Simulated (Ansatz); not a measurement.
FH₄NO₂Zr

```csv
atom,x (Å),y (Å),z (Å)
Zr,-0.1649,-0.0944,-0.0459
O,-0.4996,-0.1747,1.8509
H,-0.5972,-0.2664,2.7805
O,1.6942,-0.1817,-0.5465
H,2.6115,-0.2942,-0.7146
N,-0.9227,1.6698,-0.7603
H,-1.7206,2.1622,-0.3967
H,-0.5624,2.1927,-1.5402
F,-1.0825,-1.5869,-0.8658
```

Core potentials replace the inner electrons of Zr.

Computed with Ansatz, RHF/def2-SVP.

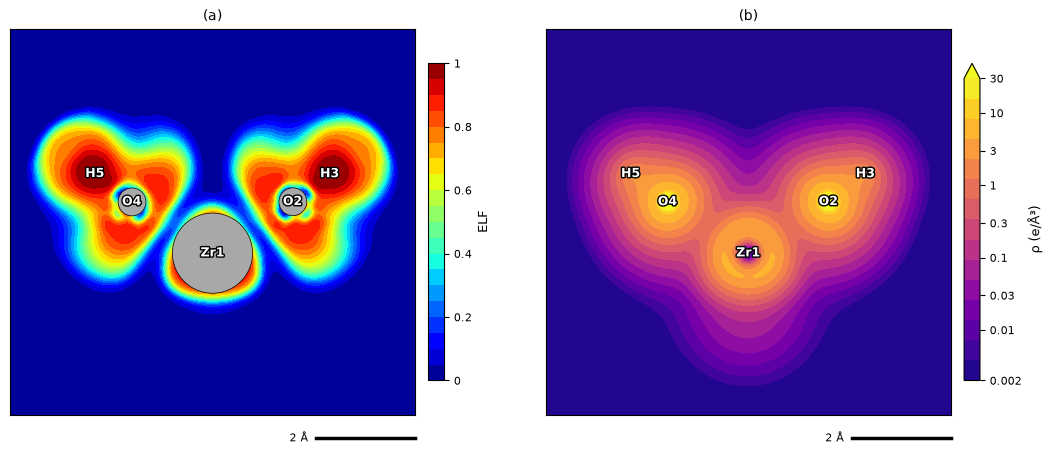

Figure 1. (a) ELF; (b) electron density on the plane of atoms O2, Zr1 and O4. Grey discs cover the atomic cores in the ELF map.

> Describe what can be read from this map.

The section cuts through Zr, O and H sites.
Zr–O (1.93 Å): the density is about 0.83 e/Å³ at the midpoint; the ELF peaks at about 0.80 in the valence shell of O, 0.6 Å from its nucleus, and drops to about 0.20 between the two atoms.
O–H (0.94 Å): ρ at the midpoint is about 3.9 e/Å³; the ELF climbs to about 1 towards the hydrogen, as it does in any bond to H; a covalent bond by its length.

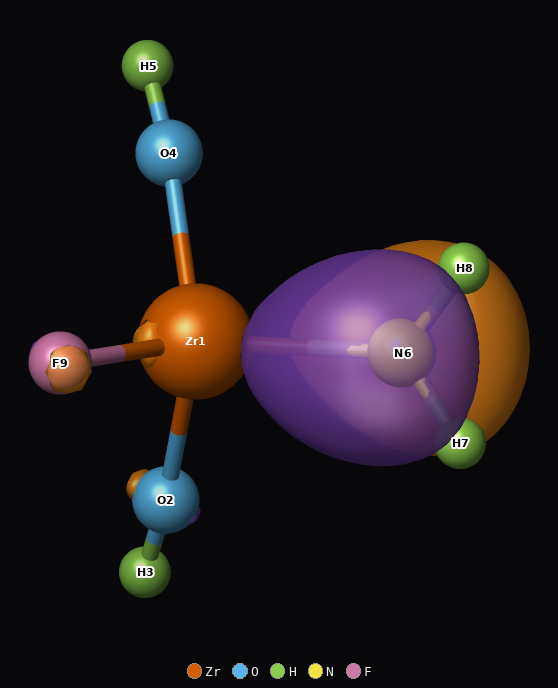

Figure 2. The HOMO at ±0.15 Å⁻³ᐟ² (orange and purple are the two phases), seen at a tilt.

> Describe this orbital and give its energy.

It lies mainly on N6 (about 75 %) and Zr1 (about 15 %); largely a lone pair of N6. Its energy is −10.66 eV.

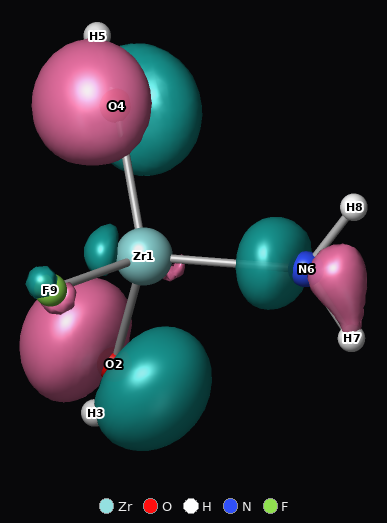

Figure 3. The HOMO−1 at ±0.15 Å⁻³ᐟ² (teal and pink are the two phases), seen at a tilt.

> Where does this orbital lie, and at what energy?

By Hirshfeld shares it lies mainly on O2 (about 40 %), O4 (about 35 %), Zr1 (about 10 %) and N6 (about 5 %); largely a combination of lone pairs on O2, O4 and N6. Its energy is −13.49 eV.
